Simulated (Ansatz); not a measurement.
# GePH2 (doublet): one geometry, many settings at a displaced geometry (v2)

What do other methods and options give for GePH2 (doublet) at this geometry, and how long do they take?

The runs use Ansatz 0.2.0, Gaussian basis; the settings change from run to run.

19 further runs of the same task are left out: 8 that didn't finish, 11 set aside as unsound or not needed.

### 1 What is computed

The geometry is a PBE0/def2-TZVP stationary point (not a proven minimum) with its atoms shifted at random (size 0.100 Å). No spin-orbit coupling is included. The filled d shell of Ge may be among the frozen orbitals whatever the setting's name suggests; the logs give the count.

4 atoms, charge 0, spin multiplicity 2.

Atoms are counted from 1 here; the program's logs count them from 0.

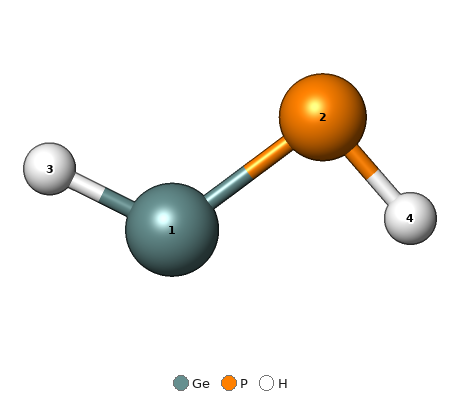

The structure; germanium teal, phosphorus orange, hydrogen white; atoms are numbered from 1 in the order of the file.

### 2 CISD/cc-pVDZ

Contents of in.yaml:

```yaml
crystal:
  periodic: [false, false, false]
  atoms:
    - {symbol: Ge, position_ang: [0.049237, -0.057691, 0.635285]}
    - {symbol: P, position_ang: [-0.115637, 0.138546, -1.480974]}
    - {symbol: H, position_ang: [-0.039016, 1.246536, 1.462841]}
    - {symbol: H, position_ang: [0.044092, -1.346348, -1.736457]}
basis:
  gaussian: {orbitals: cc-pVDZ, fitting: {mean_field: def2-universal-jkfit}}
magnetization: {spin_polarized: false, initial_magnetization: 1}
correlation: {active_space: {ras: {orbitals: [5, 1, 30], electrons: 11, max_holes: 2, max_particles: 2}, fixed_orbitals: true}}
scf: {lower_state_search: light}
```

Run with:

```sh
$ ansatz run in.yaml --threads 1 --pin off --events-out ev --progress --plain --max-ram 2393MiB
```

Log:

```text
Functional definition: HF
  name "HF"
  cite "Fock, Z. Phys. 61, 126 (1930) doi:10.1007/BF01340294"
  parent pbe
  exchange = exact_x
  correlation = 0
430 factors; integrals over basis functions are off by at most 4.4e-1 eV
mean field evaluation 1: about -65773.8371 eV, gradient 1.1e1 eV
mean field evaluation 2: about -65774.3291 eV, gradient 7.0e0 eV
mean field evaluation 4: about -65774.6525 eV, gradient 7.6e-1 eV
mean field evaluation 8: about -65774.6768 eV, gradient 1.0e-6 eV
mean field evaluation 16: about -65773.9857 eV, gradient 8.8e-2 eV
mean field -65774.67681610 eV, -2417.1747893146 hartree, gradient 1.0e-6 eV, S^2 0.750000; 4 other end points of the search recorded, 0 dependent functions left out
reference -65774.67681610 eV, -2417.1747893146 hartree; 25, 24 occupied and 30, 31 virtual orbitals, 430 factors
state -65780.39677676 eV, -2417.3849939914 hartree
Total energy: -65780.39677676 eV, -2417.3849939914 hartree
```

It took 1.8 s on 1 thread of Intel Xeon 6975P-C, shared host.

From the report: 59,286 determinants.

### 3 NEVPT4(SD)(11,8)/STO-3G

Contents of in.yaml:

```yaml
crystal:
  periodic: [false, false, false]
  atoms:
    - {symbol: Ge, position_ang: [0.049237, -0.057691, 0.635285]}
    - {symbol: P, position_ang: [-0.115637, 0.138546, -1.480974]}
    - {symbol: H, position_ang: [-0.039016, 1.246536, 1.462841]}
    - {symbol: H, position_ang: [0.044092, -1.346348, -1.736457]}
basis:
  gaussian: {orbitals: STO-3G, point_charges: [{charge: 1.00, position_ang: [4.491, 0.600, 0.029]}]}
magnetization: {spin_polarized: false, initial_magnetization: 1}
correlation: {method: fic_nevpt4_sd, electrons: outside_noble_gas, active_space: {window: {electrons: 11, orbitals: 8}}}
```

Launched as before.

Log:

```text
Functional definition: HF
  name "HF"
  cite "Fock, Z. Phys. 61, 126 (1930) doi:10.1007/BF01340294"
  parent pbe
  exchange = exact_x
  correlation = 0
298 factors; integrals over basis functions are off by at most 1.8e-5 eV
mean field evaluation 1: about -65027.0320 eV, gradient 6.1e0 eV
mean field evaluation 2: about -65027.0470 eV, gradient 6.1e0 eV
mean field evaluation 4: about -65027.3732 eV, gradient 2.0e0 eV
mean field evaluation 8: about -65027.4282 eV, gradient 1.4e-3 eV
mean field evaluation 16: about -65027.2457 eV, gradient 1.5e0 eV
mean field -65027.42805627 eV, -2389.7139038943 hartree, gradient 4.2e-6 eV, S^2 0.750000; 4 other end points of the search recorded, 0 dependent functions left out
reference -65027.42805627 eV, -2389.7139038943 hartree; 25, 24 occupied and 4, 5 virtual orbitals, 298 factors
state -65029.66865423 eV, -2389.7962443506 hartree
state -65029.66865423 eV, -2389.7962443506 hartree; corrected -65030.77613896 eV, -2389.8369436634 hartree
Total energy: -65030.77613896 eV, -2389.8369436634 hartree
```

It took 2.1 s on 1 thread of Intel Xeon 6975P-C, shared host.

From the report: 1,568 determinants; active occupations 2.00, 2.00, 1.98, 1.95, 1.78, 1.02, 0.22, 0.04.

### 4 CCSD on ROHF/cc-pVDZ

Contents of in.yaml:

```yaml
crystal:
  periodic: [false, false, false]
  atoms:
    - {symbol: Ge, position_ang: [0.049237, -0.057691, 0.635285]}
    - {symbol: P, position_ang: [-0.115637, 0.138546, -1.480974]}
    - {symbol: H, position_ang: [-0.039016, 1.246536, 1.462841]}
    - {symbol: H, position_ang: [0.044092, -1.346348, -1.736457]}
basis:
  gaussian: {orbitals: cc-pVDZ}
magnetization: {spin_polarized: false, initial_magnetization: 1}
correlation: {method: ccsd, electrons: outside_noble_gas}
```

Launched as before.

Log, shortened:

```text
Functional definition: HF
  name "HF"
  cite "Fock, Z. Phys. 61, 126 (1930) doi:10.1007/BF01340294"
  parent pbe
[...]
607 factors; integrals over basis functions are off by at most 1.2e-3 eV
[...]
mean field -65774.67789847 eV, -2417.1748290910 hartree, gradient 2.2e-6 eV, S^2 0.750000; 6 other end points of the search recorded, 0 dependent functions left out
[...]
determinant -65774.67789847 eV, -2417.1748290910 hartree, with singles and doubles -65780.98996576 eV, -2417.4067932853 hartree
determinant -65773.98657422 eV, -2417.1494233931 hartree, with singles and doubles -65779.90075756 eV, -2417.3667656221 hartree
determinant -65771.75137382 eV, -2417.0672812937 hartree, with singles and doubles -65778.23990317 eV, -2417.3057303492 hartree
19 core orbitals not correlated: weight in the atoms' cores, before any rotation towards them, 0.999 or more for the frozen orbitals, at most 0.000 for the correlated occupied ones
reference -65774.67789847 eV, -2417.1748290910 hartree; 6, 5 occupied and 30, 31 virtual orbitals, 607 factors
second order -5.37873975 eV of doubles, -0.05053125 eV of singles
cycle   1  -6.31192095 eV  change    1.5e-4 eV  update   1.5e-3
[...]
cycle   8  -6.31230894 eV  change    5.9e-6 eV  update   7.5e-6
Total energy: -65780.99020741 eV, -2417.4068021658 hartree
```

Wall time 4.3 s (1 thread of Intel Xeon 6975P-C, shared host).

From the report: correlation -6.3123 eV; T1 0.033; largest double amplitude 0.14.

### 5 MP2 on UHF/def2-SVP

in.yaml, as its differences from that of step 4:

```diff
@@ -8,4 +8,5 @@
 basis:
-  gaussian: {orbitals: cc-pVDZ}
-magnetization: {spin_polarized: false, initial_magnetization: 1}
-correlation: {method: ccsd, electrons: outside_noble_gas}
+  gaussian: {orbitals: def2-SVP}
+magnetization: {spin_polarized: true, initial_magnetization: 1}
+correlation: {method: mp2, electrons: outside_noble_gas}
+scf: {lower_state_search: full}
```

Same command.

Log, shortened:

```text
Functional definition: HF
  name "HF"
  cite "Fock, Z. Phys. 61, 126 (1930) doi:10.1007/BF01340294"
  parent pbe
[...]
578 factors; integrals over basis functions are off by at most 1.5e-3 eV
[...]
mean field -65765.66206474 eV, -2416.8435033122 hartree, gradient 2.5e-6 eV, S^2 1.220215; 10 other end points of the search recorded, 0 dependent functions left out
19 core orbitals not correlated: weight in the atoms' cores, before any rotation towards them, 0.999 or more for the frozen orbitals, at most 0.000 for the correlated occupied ones
reference -65765.66206474 eV, -2416.8435033122 hartree; 6, 5 occupied and 35, 36 virtual orbitals, 578 factors
second order -4.78528445 eV of doubles, -0.00000000 eV of singles
Total energy: -65770.44734919 eV, -2417.0193592722 hartree
```

It took 4 s on 1 thread of Intel Xeon 6975P-C, shared host.

From the report: ⟨S²⟩ of the determinant 1.220 (pure doublet: 0.75).

### 6 NEVPT2(7,4)/6-31G

Contents of in.yaml:

```yaml
crystal:
  periodic: [false, false, false]
  atoms:
    - {symbol: Ge, position_ang: [0.049237, -0.057691, 0.635285]}
    - {symbol: P, position_ang: [-0.115637, 0.138546, -1.480974]}
    - {symbol: H, position_ang: [-0.039016, 1.246536, 1.462841]}
    - {symbol: H, position_ang: [0.044092, -1.346348, -1.736457]}
basis:
  gaussian: {orbitals: 6-31G}
magnetization: {spin_polarized: false, initial_magnetization: 1}
correlation: {method: sc_nevpt2, electrons: outside_noble_gas, active_space: {window: {electrons: 7, orbitals: 4}}}
```

Same command.

Log, shortened:

```text
Functional definition: HF
  name "HF"
  cite "Fock, Z. Phys. 61, 126 (1930) doi:10.1007/BF01340294"
  parent pbe
[...]
456 factors; integrals over basis functions are off by at most 4.3e-4 eV
[...]
mean field -65764.59943534 eV, -2416.8044524021 hartree, gradient 2.0e-6 eV, S^2 0.750000; 4 other end points of the search recorded, 0 dependent functions left out
reference -65764.59943534 eV, -2416.8044524021 hartree; 25, 24 occupied and 21, 22 virtual orbitals, 456 factors
state -65764.59943534 eV, -2416.8044524021 hartree
state -65764.59943534 eV, -2416.8044524021 hartree; corrected -65767.38985401 eV, -2416.9069983969 hartree
WARN: 3 active orbitals are nearly empty or full. The corrections depend on them more than the energy does, and are more stable in an active space without them
Total energy: -65767.38985401 eV, -2416.9069983969 hartree
```

It took 1.4 s on 1 thread of Intel Xeon 6975P-C, shared host.

From the report: 4 determinants; active occupations 2.00, 2.00, 2.00, 1.00. The report marks this result as in doubt.

### 7 CCSDT on UHF/cc-pVDZ

Contents of in.yaml:

```yaml
crystal:
  periodic: [false, false, false]
  atoms:
    - {symbol: Ge, position_ang: [0.049237, -0.057691, 0.635285]}
    - {symbol: P, position_ang: [-0.115637, 0.138546, -1.480974]}
    - {symbol: H, position_ang: [-0.039016, 1.246536, 1.462841]}
    - {symbol: H, position_ang: [0.044092, -1.346348, -1.736457]}
basis:
  gaussian: {orbitals: cc-pVDZ}
magnetization: {spin_polarized: true, initial_magnetization: 1}
correlation: {method: ccsdt, electrons: outside_noble_gas}
accuracy: high
output: {forces: true}
```

Launched as before.

Log, shortened:

```text
Functional definition: HF
  name "HF"
  cite "Fock, Z. Phys. 61, 126 (1930) doi:10.1007/BF01340294"
  parent pbe
[...]
1151 factors; integrals over basis functions are off by at most 4.4e-9 eV
[...]
mean field -65774.95148940 eV, -2417.1848833720 hartree, gradient 2.2e-8 eV, S^2 1.212978; 11 other end points of the search recorded, 0 dependent functions left out
determinant -65774.95148940 eV, -2417.1848833720 hartree, with singles and doubles -65780.97073108 eV, -2417.4060864236 hartree
determinant -65774.08081980 eV, -2417.1528868544 hartree, with singles and doubles -65779.90301066 eV, -2417.3668484219 hartree
determinant -65773.04307140 eV, -2417.1147503041 hartree, with singles and doubles -65778.56802353 eV, -2417.3177885498 hartree
determinant -65772.20097032 eV, -2417.0838036602 hartree, with singles and doubles -65778.16828233 eV, -2417.3030983320 hartree
[...]
19 core orbitals not correlated: weight in the atoms' cores, before any rotation towards them, 0.999 or more for the frozen orbitals, at most 0.000 for the correlated occupied ones
reference -65774.95148940 eV, -2417.1848833720 hartree; 6, 5 occupied and 30, 31 virtual orbitals, 1151 factors
second order -4.81297327 eV of doubles, -0.00000000 eV of singles
cycle   1  -5.45639110 eV  change   -6.4e-1 eV  update   1.1e-1
[...]
cycle  37  -6.37377449 eV  change   4.2e-10 eV  update   1.3e-9
[...]
Total energy: -65781.32526389 eV, -2417.4191152643 hartree
Atom 0 at     0.049237    -0.057691     0.635285 Å, force     0.096540    -0.304856     0.835037 eV/Å
Atom 1 at    -0.115637     0.138546    -1.480974 Å, force     0.075662    -1.291488    -1.214879 eV/Å
Atom 2 at    -0.039016     1.246536     1.462841 Å, force    -0.021088     0.272426     0.210757 eV/Å
Atom 3 at     0.044092    -1.346348    -1.736457 Å, force    -0.151114     1.323919     0.169085 eV/Å
Dipole moment:     0.023636    -0.091436     0.186429 e Å
```

It took 2 min on 1 thread of Intel Xeon 6975P-C, shared host; peak memory 1.2 GiB.

From the report: ⟨S²⟩ of the determinant 1.213 (pure doublet: 0.75); correlation -6.3738 eV; T1 0.086; largest double amplitude 0.20.

### 8 The runs in one table

Where basis and cores are those of an earlier RCCSDT(Q)/cc-pVDZ run (-65781.3479 eV), and the state is the same kind, the miss against it is given. † marks a result that the program doubts.

```
                                          level         correlated  functions  energy (eV)  from RCCSDT(Q) (meV)   time
                                   CISD/cc-pVDZ  outside noble gas         55  -65780.3968                 951.1  1.8 s
NEVPT4(SD)(11,8)/STO-3G (beside a point charge)  outside noble gas         29  -65030.7761                        2.1 s
                           CCSD on ROHF/cc-pVDZ  outside noble gas         55  -65780.9902                 357.7  4.3 s
                            MP2 on UHF/def2-SVP  outside noble gas         60  -65770.4473                          4 s
                            NEVPT2(7,4)/6-31G †  outside noble gas         46  -65767.3899                        1.4 s
                           CCSDT on UHF/cc-pVDZ  outside noble gas         55  -65781.3253                  22.6  2 min
```

### 9 Outcome

| quantity | value |
| --- | --- |
| runs | 6 |
| quickest | NEVPT2(7,4)/6-31G †, 1.4 s |
| slowest | CCSDT on UHF/cc-pVDZ, 2 min |

Total energies in different bases, with other cores or another treatment of relativity can't be set against each other. CCSDT on UHF/cc-pVDZ took 87 times as long as NEVPT2(7,4)/6-31G †; the jobs differ in more than the method. Among the correlated runs with a miss given, it spans +23 to +951 meV.
